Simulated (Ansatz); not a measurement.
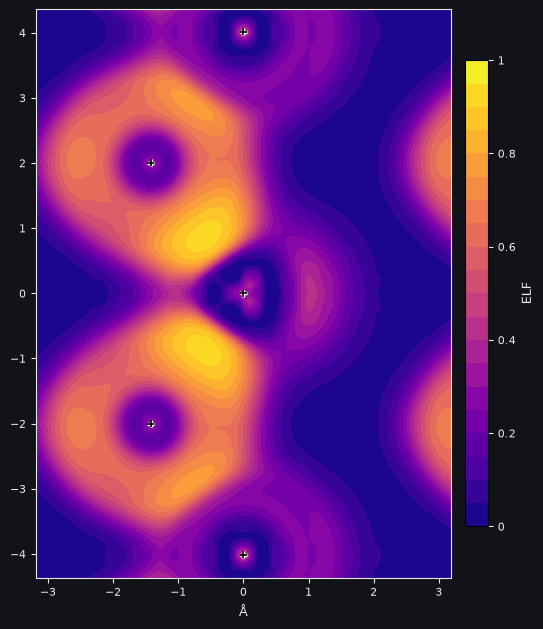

The ELF on a plane through atoms (crosses mark nuclei in the plane).

All numbers below come from DFT, PBE with spin-orbit coupling, plane waves, PAW (Ansatz).

Candidates:
A. Al₃GaAs₄, a = 5.68 Å, b = 5.68 Å, c = 5.68 Å, α = 90.00°, β = 90.00°, γ = 90.00°. Space group P-43m; started from the ordered alloy on zincblende lattice prototype, which need not be the ambient phase; computed pressure about 2 GPa in this cell.
B. Ga₄AsN₃, a = 4.82 Å, b = 4.82 Å, c = 9.44 Å, α = 90.00°, β = 90.00°, γ = 90.00°. Space group I-42m; started from the ordered alloy on zincblende lattice prototype, which need not be the ambient phase; computed pressure about 5 GPa in this cell.

Question: Which candidate gave the map?

Answer: Candidate A: Al₃GaAs₄ on the (011) plane of the conventional cell, which holds Al, As and Ga. Al–As (2.46 Å): the ELF peaks at about 0.95 between the atoms; localised, covalent bonding. Ga–As (2.46 Å): the ELF peaks at about 0.80 between the atoms (a covalent bond).
